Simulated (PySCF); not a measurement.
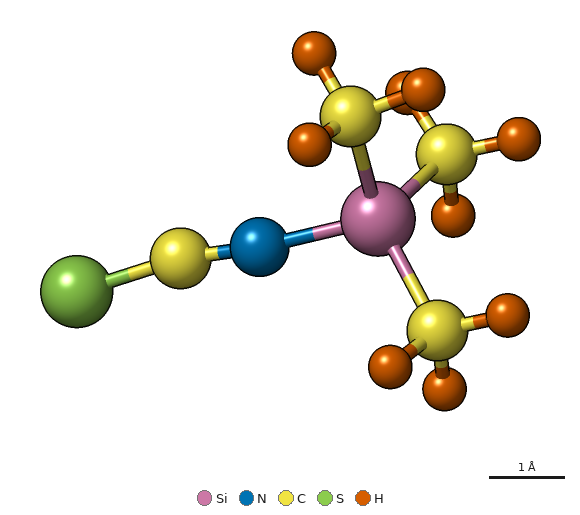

Starting structure of C4H9NSSi. Style: ball-and-stick. Shown at a tilt.

The start comes from GFN2-xTB. Its atoms were then displaced at random by about 0.03 Å.

Theory: PBE0-D3(BJ)/def2-SVP geometry optimisation, gas phase (PySCF).

```xyz
16

Si    0.0788   -0.0693   -0.0911
N     0.0424    0.0028    1.6229
C    -0.1106   -0.0476    2.7849
S    -0.0575   -0.0896    4.3496
C     1.8273   -0.0017   -0.6897
H     1.9054    0.0760   -1.7467
H     2.3851   -0.8802   -0.3234
H     2.4108    0.8924   -0.2688
C    -0.9139    1.5997   -0.5695
H    -0.9911    1.6491   -1.6782
H    -0.4264    2.4662   -0.2456
H    -1.8998    1.6030   -0.2060
C    -0.9773   -1.5443   -0.6675
H    -1.9631   -1.5802   -0.2468
H    -0.4081   -2.4951   -0.2595
H    -0.9362   -1.6152   -1.6983
```

> Predict the outcome.

The atom that moves furthest after the best rigid fit is C3 (0.13 Å). By element the largest moves are C 0.13 Å, Si 0.11 Å, S 0.10 Å, H 0.10 Å, N 0.07 Å. Near-neighbour distances that change, for instance: Si1–C9 2.000 → 1.870 Å, C13–H15 1.181 → 1.101 Å, C13–H16 1.034 → 1.102 Å, C9–H11 1.046 → 1.101 Å. Bond angles that change, for instance: N2–C3–S4 170.5° → 180.0°, Si1–N2–C3 172.0° → 179.8°, H14–C13–H16 115.2° → 108.2°. Over 9 geometry steps the energy falls by 16.8 kcal/mol. Cost: 50 s on 1 thread of AMD EPYC 9R45 96-Core Processor, with other jobs on the host.

Step by step:

| step | E − E(0), kcal/mol |
| --- | --- |
| 0 | 0.00 |
| 1 | -15.75 |
| 2 | -16.65 |
| 3 | -16.75 |
| 4 | -16.76 |
| 5 | -16.78 |
| 6 | -16.79 |
| 7 | -16.80 |
| 8 | -16.81 |
| 9 | -16.82 |

Final geometry:

```xyz
16

Si   -0.0042   -0.0008   -0.0940
N    -0.0045   -0.0282    1.6571
C     0.0000   -0.0446    2.8489
S     0.0065   -0.0659    4.4287
C     1.7820    0.0062   -0.6459
H     1.8451    0.0265   -1.7458
H     2.3076   -0.8934   -0.2907
H     2.3134    0.8880   -0.2566
C    -0.8960    1.5575   -0.6169
H    -0.9274    1.6364   -1.7153
H    -0.3844    2.4504   -0.2255
H    -1.9312    1.5649   -0.2428
C    -0.8960   -1.5411   -0.6674
H    -1.9319   -1.5582   -0.2955
H    -0.3880   -2.4474   -0.3037
H    -0.9253   -1.5842   -1.7680
```

After the run, drawn alike:

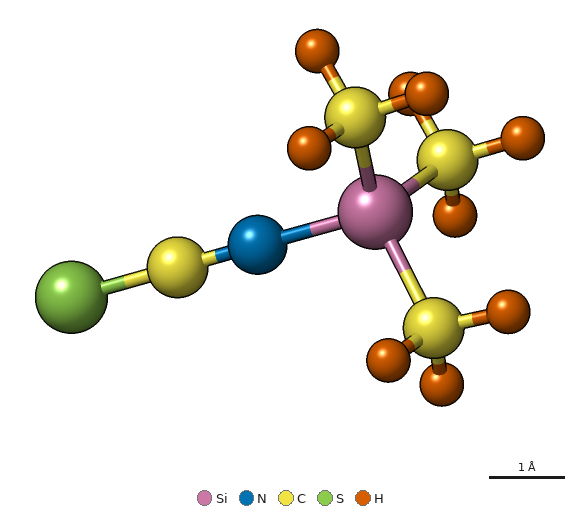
